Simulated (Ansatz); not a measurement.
AlClF₂H₂O

The calculation's input:

```
crystal:
  periodic: [false, false, false]
  atoms:
    - { symbol: Al, position_ang: [0.015674, -0.447392, -0.496418] }
    - { symbol: Cl, position_ang: [0.019093, -0.083334, 2.908702] }
    - { symbol: F, position_ang: [1.413171, 0.352837, -0.764175] }
    - { symbol: F, position_ang: [-1.387977, 0.163034, -1.072122] }
    - { symbol: O, position_ang: [0.047177, -1.997041, 0.279687] }
    - { symbol: H, position_ang: [-0.626025, -2.653332, 0.197128] }
    - { symbol: H, position_ang: [0.208487, -1.273172, 2.361497] }
basis:
  gaussian: { orbitals: def2-SVP }
hamiltonian:
  xc: hf
relax:
  f_tol: 0.03
  max_steps: 50
output:
  orbitals: {}
```

Command:

```sh
ansatz run input.yaml --threads 1 --pin off --max-ram 2048MiB --backend cpu --events-out ev --progress --plain --runs-dir out
```

The fields are those of the run's last geometry, not of the input's.

Computed with RHF/def2-SVP in Ansatz 0.2.0.

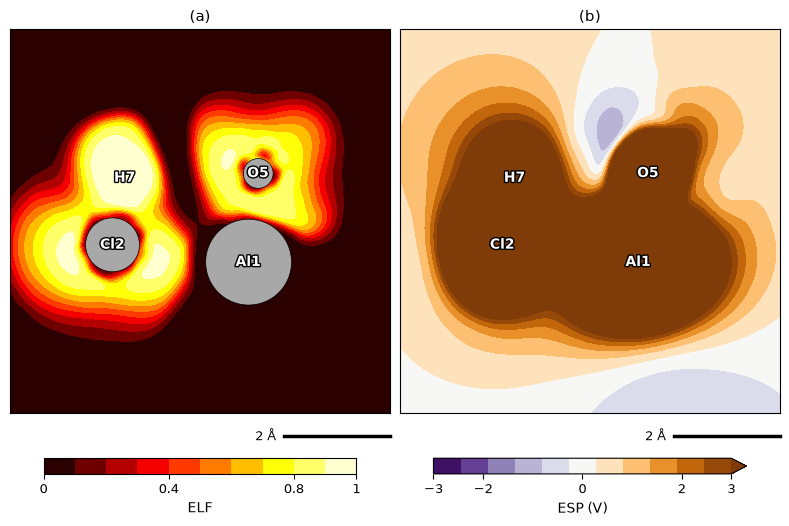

Figure 1. (a) ELF; (b) molecular electrostatic potential on the plane of atoms Al1, Cl2 and H7. Grey discs cover the atomic cores in the ELF map.

Question: What do the fields say about this system?

Answer: Atoms in the plane: Al, Cl, O and H. Al–O (1.69 Å): the ELF peaks at about 0.90 in the valence shell of O, 0.7 Å from its nucleus, and is about 0.30 at the midpoint. Al–Cl (2.59 Å): the ELF peaks at about 0.90 in the valence shell of Cl, 0.9 Å from its nucleus, and is about 0.80 at the midpoint. Cl–H (1.28 Å): the ELF climbs to about 1 towards the hydrogen, as it does in any bond to H. The ELF also peaks beside Cl2 and O5, away from the bonds: lone-pair regions. Outside the dense part of the molecule the potential is most negative (−1.2 V) near O5.

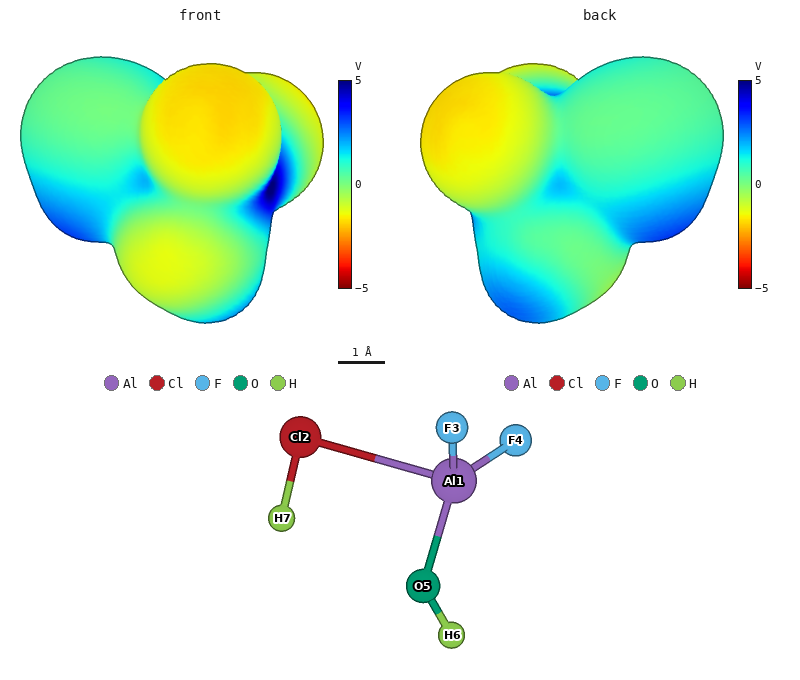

Figure 2. The molecular electrostatic potential painted on the density surface at 0.002 e/bohr³, seen from the front and from behind; the colour scale runs from red (negative) to blue (positive). The bare structure is drawn below in the same view.

Question: Where is the surface potential most negative and most positive?

Answer: The most negative region (about −1.8 V) lies over F3, the most positive (about +4.5 V) over Al1.

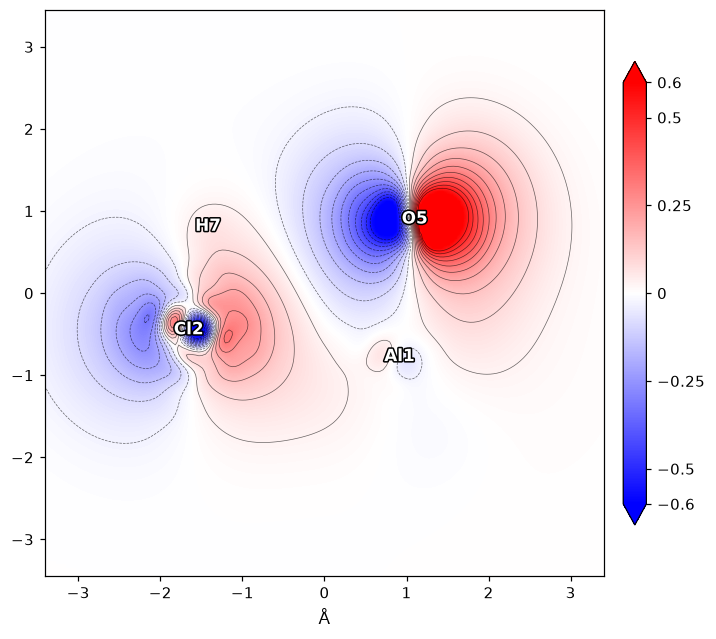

Figure 3. The HOMO on the plane of atoms Al1, Cl2 and H7 (values in Å⁻³ᐟ²; the overall sign is arbitrary).

Question: Describe this orbital and give its energy.

Answer: It lies mainly on O5 (about 70 %) and Cl2 (about 15 %); largely a lone pair of O5. Its energy is −13.74 eV.

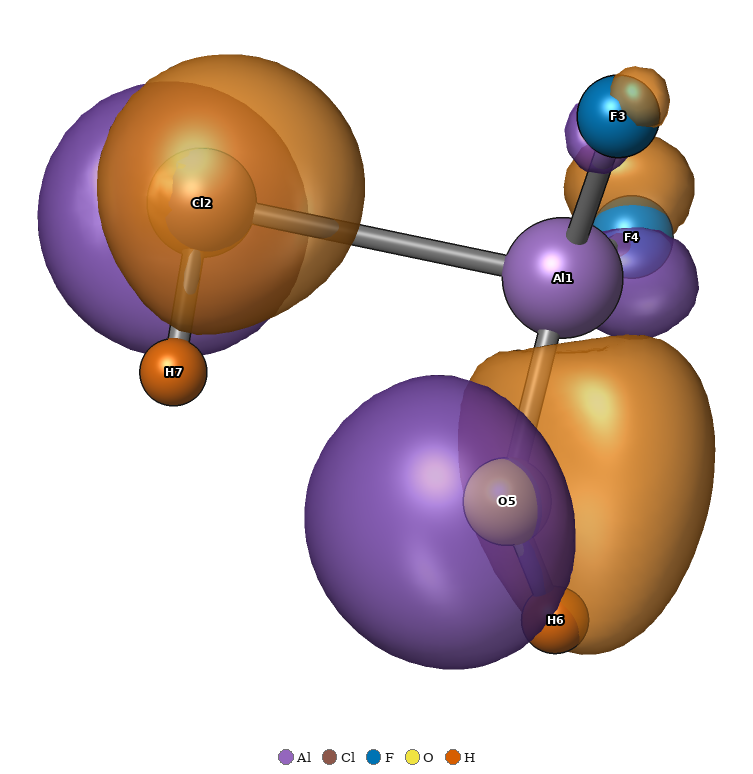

Figure 4. The HOMO−1 at ±0.1 Å⁻³ᐟ² (orange and purple are the two phases), seen across its widest extent.

Question: What is the character of this orbital?

Answer: By Hirshfeld shares it lies mainly on O5 (about 60 %), Cl2 (about 25 %) and Al1 (about 5 %). Its energy is −14.32 eV.
